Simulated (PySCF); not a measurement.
# One shape, several levels: doublet [OF2]+

Aim: a comparison of 6 runs (UHF/STO-3G, UHF/3-21G, UB3LYP/6-31G*, U-wB97X/cc-pVTZ, UBHLYP/cc-pVTZ, USCS-MP2/cc-pVTZ) of doublet [OF2]+. The job is set up through a Python script.

The calculation is run with PySCF 2.14.0.

1 further run of the same task is left out (set aside as unsound or not needed).

### Step 1. The molecule

The species is [OF2]+ (3 atoms), meant as a doublet with charge +1. SMILES of the parent species: `FOF`. The shape is that of a PBE0-D4/def2-TZVP optimisation. That shape belongs to the parent species and isn't relaxed for this state.

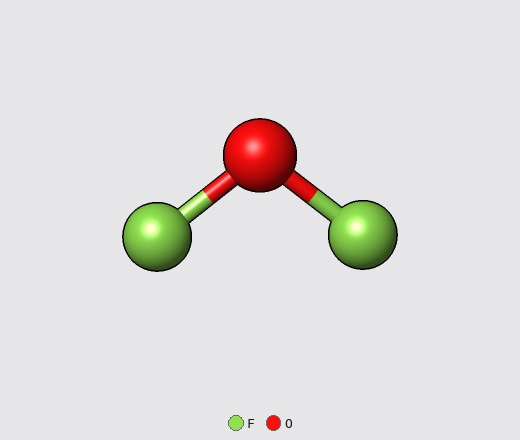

The structure, seen from a chosen angle (fluorine green, oxygen red).

### Step 2. A single-point energy at UHF/STO-3G (run 1)

Input file geometry.xyz:

```xyz
3
F2O
F      0.953290    -0.339960     0.488270
O      0.000520     0.563910     0.062040
F     -0.953810    -0.223960    -0.550310
```

Input file input.py:

```python
from pyscf import gto

mol = gto.Mole()
mol.atom = 'geometry.xyz'
mol.max_memory = 1860
mol.basis = 'sto-3g'
mol.verbose = 3
mol.spin = 1
mol.charge = 1
mol.build()

mf = mol.UHF()
mf.conv_tol = 1e-10
mf.kernel()
if not mf.converged:
    mf = mf.newton().run(mf.mo_coeff, mf.mo_occ)

e_final = mf.e_tot
print(f'total energy: {e_final:.8f} hartree')
```

On the command line:

```console
$ OMP_NUM_THREADS=1 python input.py
```

The program printed:

```text
converged SCF energy = -269.449785653775  <S^2> = 0.92775095  2S+1 = 2.1704847
total energy: -269.44978565 hartree
```

It took 0.36 s on 1 thread of AMD EPYC 9R45 (Zen 5), shared host; peak memory 0.12 GiB.

### Step 3. A single-point energy at UHF/3-21G (run 2)

Input file input.py:

```python
from pyscf import gto

mol = gto.M(
    atom='F 0.953290 -0.339960 0.488270; O 0.000520 0.563910 0.062040; F -0.953810 -0.223960 -0.550310',
    verbose=3,
    basis='3-21g',
    charge=1,
    max_memory=1860,
    spin=1,
)

mf = mol.UHF()
mf.conv_tol = 1e-10
mf.kernel()
if not mf.converged:
    mf = mf.newton().run(mf.mo_coeff, mf.mo_occ)

e_final = mf.e_tot
print(f'total energy: {e_final:.8f} hartree')
```

On the command line:

```console
$ OMP_NUM_THREADS=1 python input.py
```

The program printed:

```text
converged SCF energy = -271.53907210483  <S^2> = 1.158161  2S+1 = 2.3733192
total energy: -271.53907210 hartree
```

Wall time 0.38 s (1 thread of AMD EPYC 9R45 (Zen 5), shared host); peak memory 0.12 GiB.

Runs 3 to 5 aren't shown in full; the table further down has their settings and results.

### Step 4. The energy at USCS-MP2/cc-pVTZ (run 6)

Input file job.py:

```python
from pyscf import gto, mp

mol = gto.Mole()
mol.atom = [
    ('F', (0.953290, -0.339960, 0.488270)),
    ('O', (0.000520, 0.563910, 0.062040)),
    ('F', (-0.953810, -0.223960, -0.550310)),
]
mol.charge = 1
mol.spin = 1
mol.verbose = 3
mol.max_memory = 1860
mol.basis = 'cc-pvtz'
mol.build()

calc0 = mol.UHF()
calc0.conv_tol = 1e-10
calc0.kernel()
if not calc0.converged:
    calc0 = calc0.newton().run(calc0.mo_coeff, calc0.mo_occ)

pt = mp.MP2(calc0, frozen=3).run()
e_final = calc0.e_tot + 1.2 * pt.e_corr_os + pt.e_corr_ss / 3
print(f'total energy: {e_final:.8f} hartree')
```

On the command line:

```console
$ OMP_NUM_THREADS=1 python job.py
```

The program printed:

```text
converged SCF energy = -273.102804011997  <S^2> = 1.1016433  2S+1 = 2.3252039
E(UMP2) = -273.775003598692  E_corr = -0.672199586694874
E(SCS-UMP2) = -273.756789590974  E_corr = -0.653985578977153
total energy: -273.75678959 hartree
```

Wall time 1.8 s (1 thread of AMD EPYC 9R45 (Zen 5), shared host); peak memory 0.22 GiB.

### Step 5. All runs side by side

```
run                                level  integration grid  frozen core orbitals  energy (Eh)  HOMO energy (eV)  LUMO energy (eV)   ⟨S²⟩  wall time
  1                           UHF/STO-3G                 –                     –  -269.449786            -25.68             -7.02  0.928     0.36 s
  2                            UHF/3-21G                 –                     –  -271.539072            -28.46             -9.83  1.158     0.38 s
  3  UB3LYP/6-31G* (spherical functions)                 5                     –  -274.172074            -21.39            -16.87  0.753      3.3 s
  4                      U-wB97X/cc-pVTZ                 5                     –  -274.219029            -24.39            -14.08  0.755       11 s
  5                       UBHLYP/cc-pVTZ                 5                     –  -274.143984            -24.53            -15.00  0.763      8.1 s
  6                     USCS-MP2/cc-pVTZ                 –                     3  -273.756790            -28.40             -9.30  1.102      1.8 s
```

### Step 6. Summary of results

| quantity | value |
| --- | --- |
| run 6: total energy | -273.75679 Eh |
| run 6: HOMO energy (Hartree–Fock orbitals) (highest over α and β) | -28.40 eV |
| run 6: LUMO energy (Hartree–Fock orbitals) (lowest over α and β) | -9.30 eV |
| run 6: correlation energy (3 core orbitals frozen) | -654.0 mEh |
| run 6: ⟨S²⟩ of the reference determinant | 1.102 |

**Reading.** Totals of different functionals can't be ranked against each other. In run 1 the basis is minimal, so the values are rough. Spin contamination of the reference: run 2 ⟨S²⟩ = 1.16, run 6 ⟨S²⟩ = 1.10, run 1 ⟨S²⟩ = 0.93. All runs together took 25 s, the longest 11 s.
